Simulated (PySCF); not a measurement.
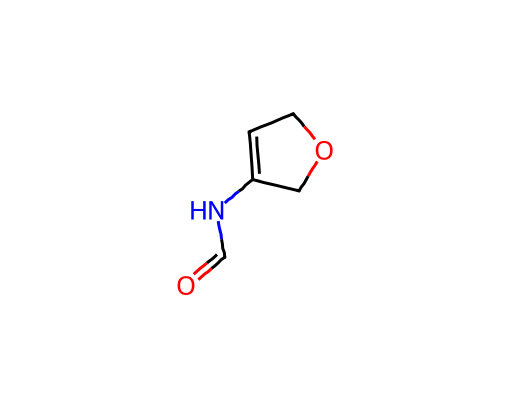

A structural formula.

Question: Transcribe the drawing into SMILES.

Answer: O=CNC1=CCOC1

Question: What is the molecular formula?

Answer: C5H7NO2.

Question: An optimisation with GFN2-xTB gave a structure of which point group?

Answer: Cs. Other conformers may differ.

More results for the same structure follow; atom numbers are the same in all pictures, views and colours differ. The computed structure is the end point of a GFN2-xTB optimisation. No frequency run is at hand to confirm it as a minimum.

### Geometry

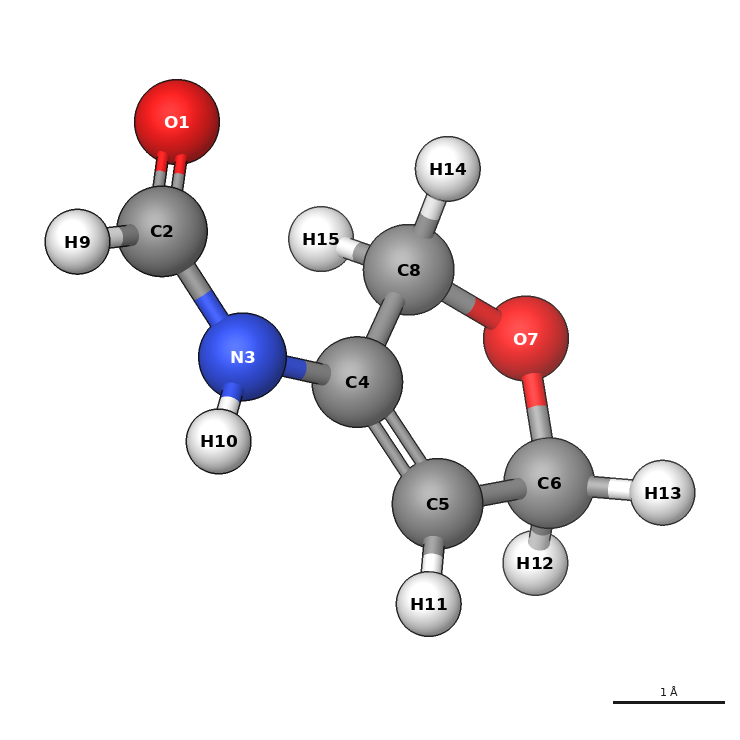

No frequency run is at hand to confirm it as a minimum.

List the bonds and their lengths.

```tsv
bond	length (Å)	order
O1–C2	1.201	double
C2–N3	1.359	single
C2–H9	1.106	single
N3–C4	1.388	single
N3–H10	1.010	single
C4–C5	1.330	double
C4–C8	1.502	single
C5–C6	1.495	single
C5–H11	1.073	single
C6–O7	1.420	single
C6–H12	1.100	single
C6–H13	1.100	single
O7–C8	1.418	single
C8–H14	1.097	single
C8–H15	1.097	single
```

### NMR shielding

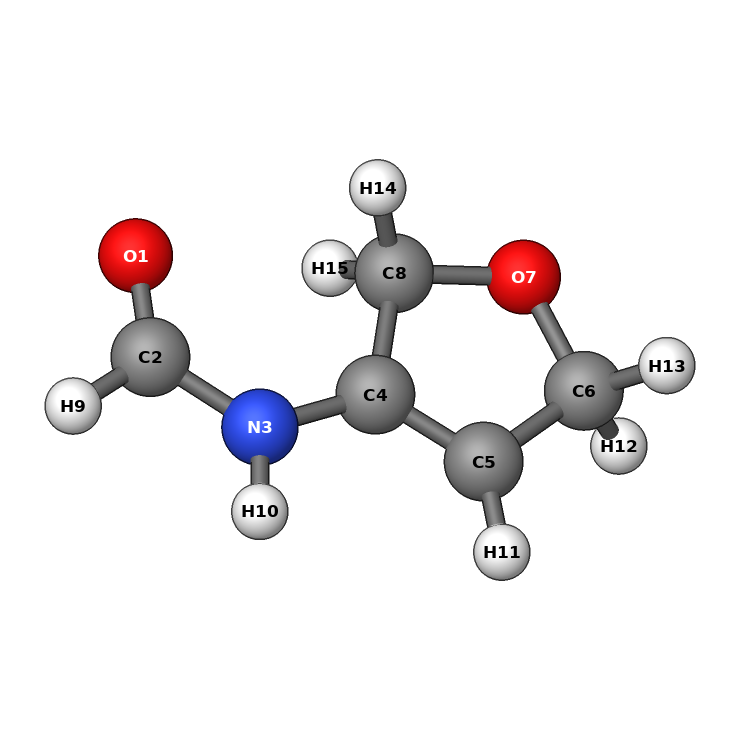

No frequency run is at hand to confirm it as a minimum. Method: GIAO PBE0/pcSseg-1 NMR shielding, non-relativistic, gas phase (PySCF 2.14.0). Principal shieldings σ11 ≤ σ22 ≤ σ33, span Ω = σ33 − σ11, skew κ = 3(σiso − σ22)/Ω.

Question: Which O atom has the most anisotropic shielding?

Answer: O1, with a span of 763 ppm.

Give the shielding tensors of the O atoms.

| atom | σ11 | σ22 | σ33 | σiso | Ω | κ |
| --- | --- | --- | --- | --- | --- | --- |
| O1 | −425.7 | −221.2 | 337.7 | −103.1 | 763.4 | 0.46 |
| O7 | 215.3 | 320.4 | 396.8 | 310.8 | 181.6 | −0.16 |

Shieldings and span in ppm.

### Electronic properties

No frequency run is at hand to confirm it as a minimum. Level of theory: PBE0/def2-SVPD, gas phase (PySCF 2.14.0). Excitations: vertical, linear response.

Question: Give the LUMO energy (Kohn–Sham orbital) at this level.

Answer: −0.56 eV.

Question: Estimate the HOMO energy (Kohn–Sham orbital).

Answer: −6.52 eV.

Question: Estimate the dipole moment.

Answer: 4.67 D.

Question: Estimate the lowest vertical singlet excitation.

Answer: 5.22 eV.

### Charges

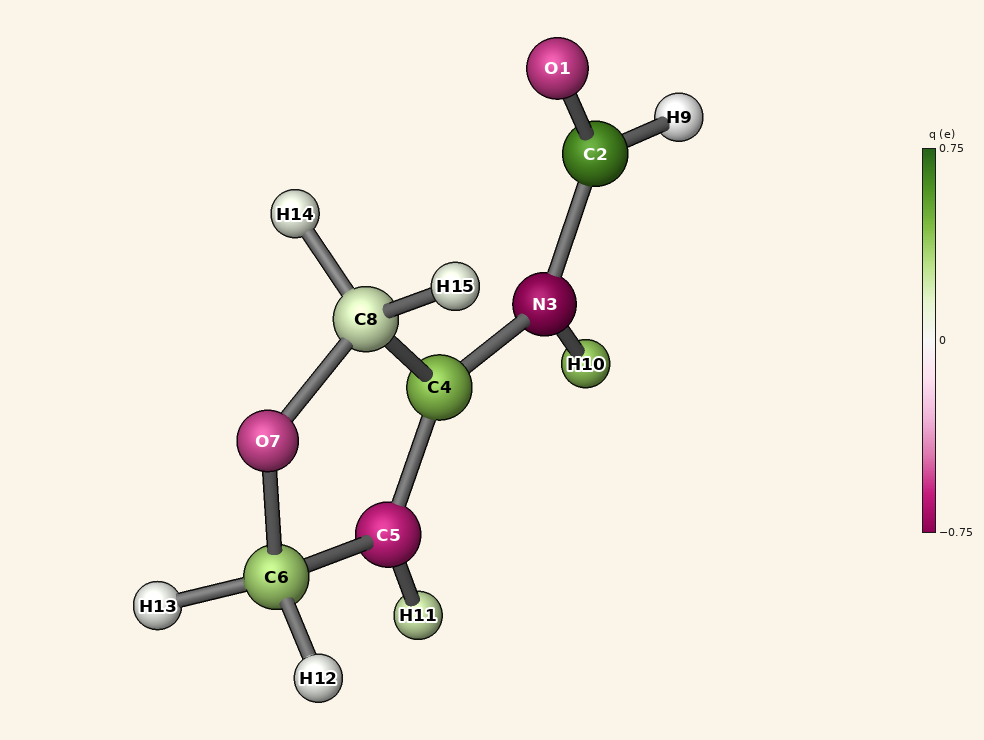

Atoms are coloured by their ESP-fitted charges. No frequency run is at hand to confirm it as a minimum. Properties computed with PBE0/pcSseg-1, gas phase (PySCF 2.14.0).

Question: Which atom carries the highest charge (most positive or least negative)?

Answer: C2 (0.61 e).

Question: And the lowest?

Answer: N3 (−0.72 e).

Give the ESP-fitted charges atom by atom.

| atom | value (e) |
| --- | --- |
| O1 | −0.54 |
| C2 | 0.61 |
| N3 | −0.72 |
| C4 | 0.42 |
| C5 | −0.60 |
| C6 | 0.34 |
| O7 | −0.52 |
| C8 | 0.19 |
| H9 | 0.00 |
| H10 | 0.39 |
| H11 | 0.22 |
| H12 | 0.03 |
| H13 | 0.03 |
| H14 | 0.07 |
| H15 | 0.08 |
